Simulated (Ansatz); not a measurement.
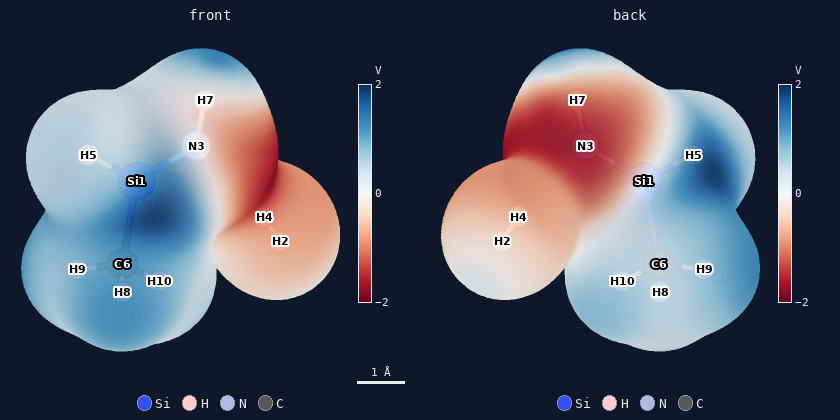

CH5NSi···H2. The electrostatic potential painted on the density surface at 0.002 e/bohr³, seen from the front and from behind; red is negative and blue positive.

The product side of a reaction path; geometry: PBE0-D4/def2-TZVP.

These are results of Ansatz, RKS PBE0-D4/def2-TZVPP, not measurements.

The calculation's input:

```
crystal:
  periodic: [false, false, false]
  atoms:
    - {symbol: Si, position_ang: [-0.797982, 0.767394, 0.303612]}
    - {symbol: H, position_ang: [2.199188, -0.989164, -2.008202]}
    - {symbol: N, position_ang: [-0.132361, 1.201396, -1.078518]}
    - {symbol: H, position_ang: [1.693839, -0.451086, -1.872636]}
    - {symbol: H, position_ang: [-1.872873, 1.481627, 1.054361]}
    - {symbol: C, position_ang: [-0.248516, -0.776337, 1.154875]}
    - {symbol: H, position_ang: [-0.421831, 2.043919, -1.557265]}
    - {symbol: H, position_ang: [0.133007, -0.549332, 2.154188]}
    - {symbol: H, position_ang: [-1.087380, -1.466983, 1.277599]}
    - {symbol: H, position_ang: [0.534909, -1.261535, 0.571981]}
basis:
  gaussian: {orbitals: def2-TZVPP}
hamiltonian: {xc: pbe0, dispersion: d4}
output: {orbitals: {seedname: orbitals}}
```

Run with:

```sh
ansatz run in.yaml --threads 2 --pin off --events-out ev --progress --plain --max-ram 4352MiB
```

> Which sites attract a positive test charge, and which a negative one?

A positive charge is drawn to the negative regions and a negative charge to the positive ones. The most negative region (about −1.7 V) lies over N3, the most positive (about +1.9 V) over Si1. N3 is the likeliest acceptor of a hydrogen bond.
